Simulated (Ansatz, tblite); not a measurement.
**In(IMe)F3 (C5H8F3InN2): rung by rung**

Aim: run the singlet of In(IMe)F3 (C5H8F3InN2) at one geometry on many levels, and compare frontier levels, spin and run time.

Computed with Ansatz 0.2.0, Gaussian basis. Level: as each input shows.

Levels to be run: GFN1-xTB, GFN2-xTB, PBE-D4/def2-TZVP, r2SCAN-D4/def2-TZVP, B2PLYP/def2-TZVP, ωB97M-V/def2-TZVP, PBE-D4/def2-SVP, PBE0-D4/def2-SVP, MP2/def2-SVP.

3 further runs of the same task are left out: 3 set aside as unsound or not needed.

**1. The geometry**

The geometry is that of the singlet, from an earlier relaxation (PBE-D4/def2-SVP).

19 atoms, charge 0, spin multiplicity 1.

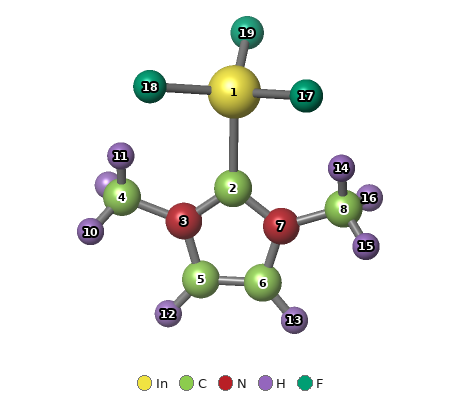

The geometry (indium yellow, carbon green, nitrogen red, hydrogen purple, fluorine teal); atoms are numbered from 1 in the order of the file.

In takes a core potential in the def2 sets. No spin-orbit coupling is included.

PBE0-D4/def2-TZVP was run before; its log isn't repeated, and its numbers join the tables.

**2. GFN1-xTB**

Tight binding, by tblite at 300 K electronic temperature and without a spin-polarisation term:

```python
tblite.interface.Calculator('GFN1-xTB', numbers, positions, charge=0, uhf=0).singlepoint()
```

Energy -1041.3168 eV, HOMO -11.86 eV, LUMO -7.67 eV; 0.012 s.

**3. GFN2-xTB**

Tight binding, by tblite at 300 K electronic temperature and without a spin-polarisation term:

```python
tblite.interface.Calculator('GFN2-xTB', numbers, positions, charge=0, uhf=0).singlepoint()
```

Energy -984.6366 eV, HOMO -11.84 eV, LUMO -7.77 eV; 0.008 s.

**4. PBE-D4/def2-TZVP**

start.molden holds the orbitals of an earlier run on this state, given as this run's starting guess.

in.yaml

```yaml
crystal:
  periodic: [false, false, false]
  atoms:
    - {symbol: In, position_ang: [-0.008636, -0.030139, -2.413655]}
    - {symbol: C, position_ang: [-0.031391, -0.008906, -0.175778]}
    - {symbol: N, position_ang: [-0.299128, 1.050609, 0.628378]}
    - {symbol: C, position_ang: [-0.640988, 2.382855, 0.128893]}
    - {symbol: C, position_ang: [-0.187804, 0.682378, 1.958961]}
    - {symbol: C, position_ang: [0.167233, -0.645979, 1.972291]}
    - {symbol: N, position_ang: [0.261335, -1.045374, 0.649445]}
    - {symbol: C, position_ang: [0.630729, -2.379628, 0.175524]}
    - {symbol: H, position_ang: [-1.733792, 2.550879, 0.200343]}
    - {symbol: H, position_ang: [-0.112634, 3.145906, 0.730707]}
    - {symbol: H, position_ang: [-0.309697, 2.451684, -0.930496]}
    - {symbol: H, position_ang: [-0.355024, 1.386713, 2.779480]}
    - {symbol: H, position_ang: [0.369075, -1.324647, 2.806545]}
    - {symbol: H, position_ang: [0.979991, -2.289304, -0.876465]}
    - {symbol: H, position_ang: [1.449390, -2.777235, 0.804059]}
    - {symbol: H, position_ang: [-0.240334, -3.062051, 0.232063]}
    - {symbol: F, position_ang: [1.380004, -1.457285, -2.710390]}
    - {symbol: F, position_ang: [0.441397, 1.901968, -2.756139]}
    - {symbol: F, position_ang: [-1.759756, -0.532456, -3.203746]}
basis:
  gaussian: {orbitals: def2-TZVP, initial_orbitals: start.molden}
hamiltonian: {xc: pbe, dispersion: d4}
scf: {omitted_lower_state_checks: [starts]}
output: {orbitals: {seedname: orbitals}}
```

Launch:

```bash
$ ansatz run in.yaml --threads 4 --pin off --events-out ev --progress --plain --max-ram 6963MiB
```

Further steps of the session: r2SCAN-D4/def2-TZVP; B2PLYP/def2-TZVP; ωB97M-V/def2-TZVP; PBE-D4/def2-SVP; PBE0-D4/def2-SVP; MP2/def2-SVP.

**Question.** What will the summary of the whole plan be? Wanted: gap in def2-TZVP, named functionals, smallest and largest; correlation energy, MP2/def2-SVP; binding an atom, functionals in def2-TZVP; PBE0 total energy, smallest basis above largest.

As calculated:

| quantity | value |
| --- | --- |
| gap in def2-TZVP, named functionals, smallest and largest | 5.06 eV (PBE-D4), 11.18 eV (ωB97M-V) |
| correlation energy, MP2/def2-SVP | -45.23 eV |
| binding an atom, functionals in def2-TZVP | 4.24 (r2SCAN-D4) to 4.39 eV (PBE-D4) |
| PBE0 total energy, smallest basis above largest | 19.35 eV (def2-SVP, def2-TZVP) |

What this shows: Orbital gaps of the named functionals in def2-TZVP span 5.06 eV (PBE-D4) to 11.18 eV (ωB97M-V); exact exchange widens it.
